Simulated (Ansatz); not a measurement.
## Molecular dynamics of HfHIOF2

- system: HfHIOF2
- method: RKS r2SCAN/def2-SVP (Ansatz 0.2.0)

The geometry comes from this level: PBE0-D4/def2-TZVP.

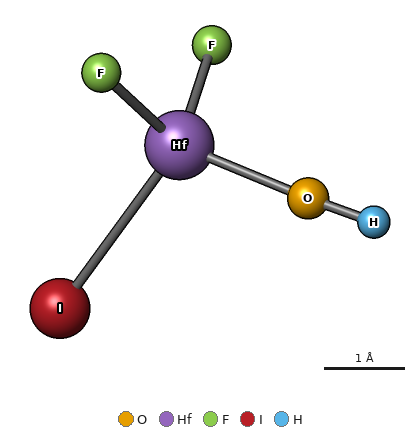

*The structure as given in the input (ball-and-stick view, seen at a tilt). Sticks mark near contacts.*

The input:
```yaml
crystal:
  periodic: [false, false, false]
  atoms:
    - {symbol: O, position_ang: [-0.944536, 0.974092, 0.533626]}
    - {symbol: Hf, position_ang: [0.292067, -0.340743, -0.027557]}
    - {symbol: F, position_ang: [1.928700, -0.097272, 0.899920]}
    - {symbol: F, position_ang: [-0.380052, -2.059635, 0.410248]}
    - {symbol: I, position_ang: [0.710377, -0.162006, -2.716705]}
    - {symbol: H, position_ang: [-1.564457, 1.621564, 0.854369]}
basis:
  gaussian: {orbitals: def2-SVP}
hamiltonian: {xc: {name: r2SCAN}}
md: {timestep: 0.5 fs, n_steps: 20, ensemble: nve, temperature: 500, initial_velocities: maxwell_boltzmann, seed: 765}
```

Hardware: 4 threads of AMD EPYC, 15 GiB of memory available, shared host.

Launch command:
```bash
ansatz run in.yaml --threads 4 --pin off --events-out ev --progress --plain --max-ram 10444MiB
```

Log:
```
Functional definition: r2SCAN
  name "r2SCAN"
  cite "Furness, Kaplan, Ning, Perdew & Sun, J. Phys. Chem. Lett. 11, 8208 (2020) doi:10.1021/acs.jpclett.0c02405"
  cite "Furness, Kaplan, Ning, Perdew & Sun, J. Phys. Chem. Lett. 11, 9248 (2020) doi:10.1021/acs.jpclett.0c03077"
  parent r2scan
  parameter k0 = 0.174
  parameter k1 = 0.065
  parameter a1 = 4.9479
  exchange = r2scan_x(k0 = k0, k1 = k1, a1 = a1)
  correlation = r2scan_c
1127 factors; their error is unknown
mean field evaluation 1: about -16898.9818 eV, gradient 7.3e1 eV
mean field evaluation 2: about -16820.8505 eV, gradient 2.1e2 eV
mean field evaluation 4: about -16907.3795 eV, gradient 1.4e1 eV
mean field evaluation 8: about -16907.8272 eV, gradient 7.1e-2 eV
mean field evaluation 16: about -16907.7601 eV, gradient 2.2e-5 eV
mean field -16907.76008639 eV, -621.3487226833 hartree, gradient 2.2e-5 eV, S^2 0.000000; 0 other end points of the search recorded, 0 dependent functions left out
the calculation of the forces begins
reference -16907.76011045 eV, -621.3487235675 hartree; 32, 32 occupied and 73, 73 virtual orbitals, 1127 factors
md step     0: t =     0.00 fs  T =   500.0 K  F+E_penalty+E_count = -16907.76008639 eV  E_kin = 0.258520 eV  conserved = -16907.50156639 eV  (28 SCF iters)
these checks for a lower state are left out or cut short: starts, cluster_reference, orbital_swaps, neighbouring_geometries, increment
1127 factors; their error is unknown
mean field -16907.76041677 eV, -621.3487348248 hartree, gradient 6.4e-6 eV, S^2 0.000000; 0 other end points of the search recorded, 0 dependent functions left out
[... from here on the field's lines of each further geometry are left out, up to the last ...]
md step     1: t =     0.50 fs  T =   500.7 K  F+E_penalty+E_count = -16907.76041677 eV  E_kin = 0.258906 eV  conserved = -16907.50151114 eV  (31 SCF iters)
md step     2: t =     1.00 fs  T =   500.2 K  F+E_penalty+E_count = -16907.76013152 eV  E_kin = 0.258644 eV  conserved = -16907.50148748 eV  (31 SCF iters)
md step     3: t =     1.50 fs  T =   499.1 K  F+E_penalty+E_count = -16907.75956557 eV  E_kin = 0.258056 eV  conserved = -16907.50150930 eV  (31 SCF iters)
md step     4: t =     2.00 fs  T =   496.8 K  F+E_penalty+E_count = -16907.75840216 eV  E_kin = 0.256841 eV  conserved = -16907.50156100 eV  (31 SCF iters)
md step     5: t =     2.50 fs  T =   491.8 K  F+E_penalty+E_count = -16907.75590250 eV  E_kin = 0.254294 eV  conserved = -16907.50160884 eV  (31 SCF iters)
md step     6: t =     3.00 fs  T =   483.1 K  F+E_penalty+E_count = -16907.75140559 eV  E_kin = 0.249782 eV  conserved = -16907.50162355 eV  (31 SCF iters)
md step     7: t =     3.50 fs  T =   470.3 K  F+E_penalty+E_count = -16907.74476390 eV  E_kin = 0.243167 eV  conserved = -16907.50159676 eV  (31 SCF iters)
md step     8: t =     4.00 fs  T =   454.4 K  F+E_penalty+E_count = -16907.73646657 eV  E_kin = 0.234925 eV  conserved = -16907.50154204 eV  (32 SCF iters)
md step     9: t =     4.50 fs  T =   437.0 K  F+E_penalty+E_count = -16907.72742602 eV  E_kin = 0.225941 eV  conserved = -16907.50148464 eV  (31 SCF iters)
md step    10: t =     5.00 fs  T =   420.0 K  F+E_penalty+E_count = -16907.71858057 eV  E_kin = 0.217132 eV  conserved = -16907.50144843 eV  (31 SCF iters)
md step    11: t =     5.50 fs  T =   404.4 K  F+E_penalty+E_count = -16907.71051535 eV  E_kin = 0.209069 eV  conserved = -16907.50144635 eV  (31 SCF iters)
md step    12: t =     6.00 fs  T =   390.3 K  F+E_penalty+E_count = -16907.70325615 eV  E_kin = 0.201780 eV  conserved = -16907.50147602 eV  (31 SCF iters)
md step    13: t =     6.50 fs  T =   376.7 K  F+E_penalty+E_count = -16907.69630785 eV  E_kin = 0.194787 eV  conserved = -16907.50152070 eV  (31 SCF iters)
md step    14: t =     7.00 fs  T =   362.4 K  F+E_penalty+E_count = -16907.68892255 eV  E_kin = 0.187367 eV  conserved = -16907.50155526 eV  (31 SCF iters)
md step    15: t =     7.50 fs  T =   346.1 K  F+E_penalty+E_count = -16907.68049789 eV  E_kin = 0.178941 eV  conserved = -16907.50155713 eV  (31 SCF iters)
md step    16: t =     8.00 fs  T =   327.7 K  F+E_penalty+E_count = -16907.67093281 eV  E_kin = 0.169414 eV  conserved = -16907.50151879 eV  (31 SCF iters)
md step    17: t =     8.50 fs  T =   308.1 K  F+E_penalty+E_count = -16907.66074695 eV  E_kin = 0.159292 eV  conserved = -16907.50145517 eV  (31 SCF iters)
md step    18: t =     9.00 fs  T =   289.1 K  F+E_penalty+E_count = -16907.65085646 eV  E_kin = 0.149458 eV  conserved = -16907.50139825 eV  (49 SCF iters)
md step    19: t =     9.50 fs  T =   272.2 K  F+E_penalty+E_count = -16907.64209487 eV  E_kin = 0.140717 eV  conserved = -16907.50137826 eV  (31 SCF iters)
the calculation of the forces begins
reference -16907.63478564 eV, -621.3441179658 hartree; 32, 32 occupied and 73, 73 virtual orbitals, 1127 factors
1127 factors; their error is unknown
mean field evaluation 192: about -16906.2743 eV, gradient 2.5e1 eV
mean field -16907.63476146 eV, -621.3441170771 hartree, gradient 7.1e-6 eV, S^2 0.000000; 1 other end points of the search recorded, 0 dependent functions left out
the calculation of the forces begins
reference -16907.63478564 eV, -621.3441179658 hartree; 32, 32 occupied and 73, 73 virtual orbitals, 1127 factors
md step    20: t =    10.00 fs  T =   257.9 K  F+E_penalty+E_count = -16907.63476146 eV  E_kin = 0.133358 eV  conserved = -16907.50140342 eV  (49 SCF iters)
```

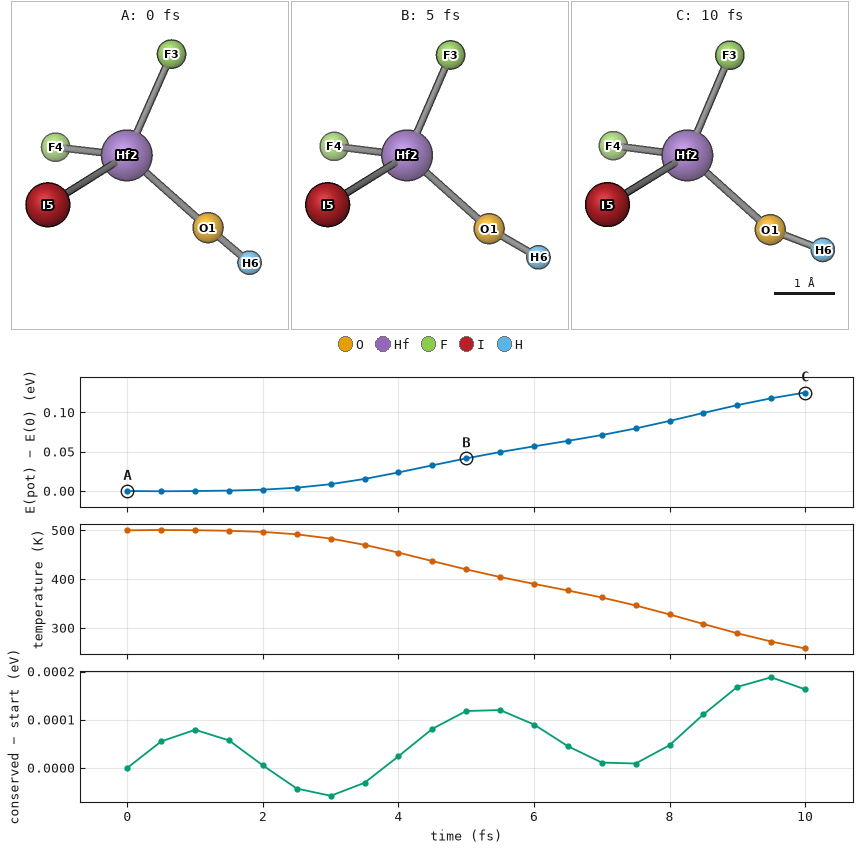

*Frames of the molecular dynamics (ball-and-stick, seen at a tilt) above the curves, on which the letters mark them.*

The trajectory kept here has 21 frames over 10 fs. The temperature starts at 500 K, ranges from 258 to 501 K and averages 341 K over the second half. The potential energy ends 0.125 eV above its first value. The conserved quantity stays within 0.00025 eV. After an unweighted best fit of the last frame on the first, the root-mean-square displacement is 0.12 Å.

```
Total energy: -16907.63478564 eV, -621.3441179658 hartree
Atom 0 at    -1.001365     0.987261     0.578836 Å, force     0.928679    -0.949794    -0.498447 eV/Å
Atom 1 at     0.292970    -0.333298    -0.024321 Å, force    -2.316563    -1.224613     0.068932 eV/Å
Atom 2 at     1.915917    -0.111686     0.868740 Å, force     0.982810     0.198243     0.520772 eV/Å
Atom 3 at    -0.391570    -2.132063     0.444286 Å, force     0.616111     1.585430    -0.420728 eV/Å
Atom 4 at     0.717764    -0.162629    -2.728221 Å, force    -0.007659     0.026476     0.145001 eV/Å
Atom 5 at    -1.294313     1.809342     0.959738 Å, force    -0.203378     0.364258     0.184471 eV/Å
Dipole moment:    -0.175926     0.529063     0.275358 e Å
```

Trajectory as extended XYZ (Å, eV, eV/Å), 16 of the 21 frames kept, from step=0 to step=20:
```
6
Properties=species:S:1:pos:R:3:forces:R:3 step=0 time_fs=0.0 energy=-16907.76009 temperature=500.0
O    -0.9445    0.9741    0.5336   -0.0278   0.0312   0.0057
Hf    0.2921   -0.3407   -0.0276    0.0953  -0.0368  -0.3000
F     1.9287   -0.0973    0.8999    0.2877   0.0466   0.1739
F    -0.3801   -2.0596    0.4102   -0.1244  -0.3039   0.0865
I     0.7104   -0.1620   -2.7167    0.0140   0.0069  -0.0938
H    -1.5645    1.6216    0.8544   -0.2448   0.2561   0.1277
6
Properties=species:S:1:pos:R:3:forces:R:3 step=1 time_fs=0.5 energy=-16907.76042 temperature=500.7
O    -0.9476    0.9748    0.5359    0.1292  -0.1290  -0.0727
Hf    0.2922   -0.3403   -0.0274   -0.0850  -0.1219  -0.2794
F     1.9273   -0.0981    0.8979    0.3453   0.0575   0.2041
F    -0.3809   -2.0639    0.4121   -0.0692  -0.1704   0.0518
I     0.7107   -0.1620   -2.7173    0.0138   0.0080  -0.0811
H    -1.5506    1.6327    0.8603   -0.3340   0.3559   0.1773
6
Properties=species:S:1:pos:R:3:forces:R:3 step=3 time_fs=1.5 energy=-16907.75957 temperature=499.1
O    -0.9537    0.9760    0.5405    0.2409  -0.2386  -0.1262
Hf    0.2926   -0.3394   -0.0270   -0.4344  -0.2886  -0.2402
F     1.9246   -0.0998    0.8940    0.4590   0.0791   0.2634
F    -0.3825   -2.0724    0.4158    0.0368   0.0879  -0.0156
I     0.7115   -0.1621   -2.7184    0.0133   0.0103  -0.0564
H    -1.5253    1.6577    0.8734   -0.3156   0.3499   0.1750
6
Properties=species:S:1:pos:R:3:forces:R:3 step=4 time_fs=2.0 energy=-16907.75840 temperature=496.8
O    -0.9567    0.9766    0.5427    0.2058  -0.1814  -0.0990
Hf    0.2927   -0.3390   -0.0268   -0.6018  -0.3696  -0.2216
F     1.9233   -0.1007    0.8921    0.5145   0.0897   0.2922
F    -0.3834   -2.0767    0.4177    0.0872   0.2118  -0.0481
I     0.7118   -0.1621   -2.7190    0.0130   0.0115  -0.0444
H    -1.5138    1.6715    0.8806   -0.2187   0.2381   0.1210
6
Properties=species:S:1:pos:R:3:forces:R:3 step=5 time_fs=2.5 energy=-16907.75590 temperature=491.8
O    -0.9596    0.9771    0.5449    0.1341  -0.0681  -0.0453
Hf    0.2929   -0.3385   -0.0267   -0.7636  -0.4485  -0.2037
F     1.9221   -0.1015    0.8903    0.5687   0.1000   0.3202
F    -0.3842   -2.0809    0.4196    0.1358   0.3317  -0.0796
I     0.7122   -0.1622   -2.7196    0.0126   0.0127  -0.0327
H    -1.5029    1.6858    0.8881   -0.0877   0.0721   0.0412
6
Properties=species:S:1:pos:R:3:forces:R:3 step=7 time_fs=3.5 energy=-16907.74476 temperature=470.3
O    -0.9655    0.9782    0.5494   -0.0243   0.2210   0.0899
Hf    0.2932   -0.3377   -0.0263   -1.0695  -0.5974  -0.1690
F     1.9200   -0.1031    0.8867    0.6713   0.1199   0.3728
F    -0.3858   -2.0892    0.4232    0.2270   0.5590  -0.1397
I     0.7130   -0.1622   -2.7207    0.0117   0.0151  -0.0096
H    -1.4813    1.7146    0.9032    0.1839  -0.3176  -0.1444
6
Properties=species:S:1:pos:R:3:forces:R:3 step=8 time_fs=4.0 energy=-16907.73647 temperature=454.4
O    -0.9684    0.9788    0.5516   -0.0720   0.3427   0.1454
Hf    0.2933   -0.3373   -0.0262   -1.2133  -0.6665  -0.1517
F     1.9190   -0.1039    0.8849    0.7188   0.1293   0.3970
F    -0.3865   -2.0933    0.4251    0.2697   0.6662  -0.1682
I     0.7133   -0.1623   -2.7213    0.0110   0.0162   0.0020
H    -1.4700    1.7281    0.9103    0.2858  -0.4878  -0.2245
6
Properties=species:S:1:pos:R:3:forces:R:3 step=9 time_fs=4.5 energy=-16907.72743 temperature=437.0
O    -0.9713    0.9794    0.5539   -0.0824   0.4202   0.1793
Hf    0.2934   -0.3369   -0.0260   -1.3508  -0.7317  -0.1341
F     1.9182   -0.1046    0.8833    0.7632   0.1381   0.4194
F    -0.3872   -2.0972    0.4268    0.3103   0.7690  -0.1956
I     0.7137   -0.1623   -2.7219    0.0102   0.0173   0.0137
H    -1.4580    1.7404    0.9169    0.3495  -0.6129  -0.2826
6
Properties=species:S:1:pos:R:3:forces:R:3 step=11 time_fs=5.5 energy=-16907.71051 temperature=404.4
O    -0.9772    0.9809    0.5585    0.0212   0.3941   0.1600
Hf    0.2935   -0.3361   -0.0257   -1.6056  -0.8497  -0.0980
F     1.9167   -0.1061    0.8801    0.8414   0.1543   0.4583
F    -0.3886   -2.1049    0.4304    0.3855   0.9611  -0.2474
I     0.7144   -0.1624   -2.7231    0.0082   0.0193   0.0378
H    -1.4314    1.7604    0.9280    0.3493  -0.6790  -0.3108
6
Properties=species:S:1:pos:R:3:forces:R:3 step=12 time_fs=6.0 energy=-16907.70326 temperature=390.3
O    -0.9802    0.9817    0.5608    0.1297   0.2824   0.1036
Hf    0.2936   -0.3358   -0.0255   -1.7222  -0.9028  -0.0793
F     1.9162   -0.1068    0.8786    0.8746   0.1615   0.4745
F    -0.3891   -2.1085    0.4321    0.4199   1.0503  -0.2716
I     0.7148   -0.1624   -2.7236    0.0070   0.0202   0.0501
H    -1.4169    1.7680    0.9324    0.2910  -0.6116  -0.2774
6
Properties=species:S:1:pos:R:3:forces:R:3 step=13 time_fs=6.5 energy=-16907.69631 temperature=376.7
O    -0.9831    0.9826    0.5632    0.2658   0.1107   0.0191
Hf    0.2936   -0.3354   -0.0254   -1.8308  -0.9521  -0.0603
F     1.9157   -0.1075    0.8771    0.9036   0.1681   0.4884
F    -0.3897   -2.1120    0.4337    0.4523   1.1348  -0.2947
I     0.7152   -0.1624   -2.7242    0.0056   0.0211   0.0625
H    -1.4016    1.7741    0.9362    0.2035  -0.4825  -0.2151
6
Properties=species:S:1:pos:R:3:forces:R:3 step=15 time_fs=7.5 energy=-16907.68050 temperature=346.1
O    -0.9889    0.9843    0.5679    0.5717  -0.3511  -0.2045
Hf    0.2936   -0.3347   -0.0251   -2.0215  -1.0414  -0.0220
F     1.9152   -0.1088    0.8744    0.9485   0.1795   0.5092
F    -0.3905   -2.1186    0.4370    0.5106   1.2892  -0.3372
I     0.7159   -0.1625   -2.7254    0.0024   0.0227   0.0874
H    -1.3700    1.7834    0.9423   -0.0116  -0.0988  -0.0329
6
Properties=species:S:1:pos:R:3:forces:R:3 step=16 time_fs=8.0 energy=-16907.67093 temperature=327.7
O    -0.9916    0.9852    0.5702    0.7120  -0.5916  -0.3202
Hf    0.2935   -0.3344   -0.0249   -2.1023  -1.0821  -0.0030
F     1.9151   -0.1094    0.8731    0.9642   0.1844   0.5161
F    -0.3909   -2.1217    0.4385    0.5363   1.3588  -0.3566
I     0.7163   -0.1625   -2.7259    0.0006   0.0235   0.0997
H    -1.3540    1.7874    0.9452   -0.1108   0.1070   0.0640
6
Properties=species:S:1:pos:R:3:forces:R:3 step=17 time_fs=8.5 energy=-16907.66075 temperature=308.1
O    -0.9942    0.9859    0.5725    0.8248  -0.7967  -0.4189
Hf    0.2934   -0.3341   -0.0248   -2.1725  -1.1206   0.0157
F     1.9151   -0.1100    0.8719    0.9756   0.1887   0.5207
F    -0.3912   -2.1245    0.4400    0.5597   1.4233  -0.3746
I     0.7167   -0.1625   -2.7265   -0.0014   0.0242   0.1116
H    -1.3383    1.7916    0.9482   -0.1862   0.2811   0.1455
6
Properties=species:S:1:pos:R:3:forces:R:3 step=19 time_fs=9.5 energy=-16907.64209 temperature=272.2
O    -0.9991    0.9869    0.5768    0.9332  -0.9895  -0.5142
Hf    0.2931   -0.3336   -0.0245   -2.2798  -1.1918   0.0516
F     1.9155   -0.1112    0.8697    0.9848   0.1956   0.5230
F    -0.3915   -2.1298    0.4429    0.5996   1.5366  -0.4067
I     0.7174   -0.1626   -2.7277   -0.0055   0.0257   0.1343
H    -1.3084    1.8025    0.9554   -0.2325   0.4234   0.2119
6
Properties=species:S:1:pos:R:3:forces:R:3 step=20 time_fs=10.0 energy=-16907.63476 temperature=257.9
O    -1.0014    0.9873    0.5788    0.9287  -0.9498  -0.4984
Hf    0.2930   -0.3333   -0.0243   -2.3166  -1.2246   0.0689
F     1.9159   -0.1117    0.8687    0.9828   0.1982   0.5208
F    -0.3916   -2.1321    0.4443    0.6161   1.5854  -0.4207
I     0.7178   -0.1626   -2.7282   -0.0077   0.0265   0.1450
H    -1.2943    1.8093    0.9597   -0.2034   0.3643   0.1845
```

Key numbers:

- outcome: finished
- mean temperature over the second half: 341 K
- trajectory: 20 steps, 10 fs
- ensemble: nve
- temperature in the input: 500 K
- time step: 0.5 fs
- potential energy (last step): −16907.6348 eV
- SCF solution under orbital rotations (last step): stable
- largest force (length of the vector) (last step): 2.621 eV/Å
- dipole moment (last step): 2.99 D
- wall time: 18 s (CPU time 67 s)
- peak memory: 0.4 GiB

Remarks:

So short a trajectory is not equilibrated.
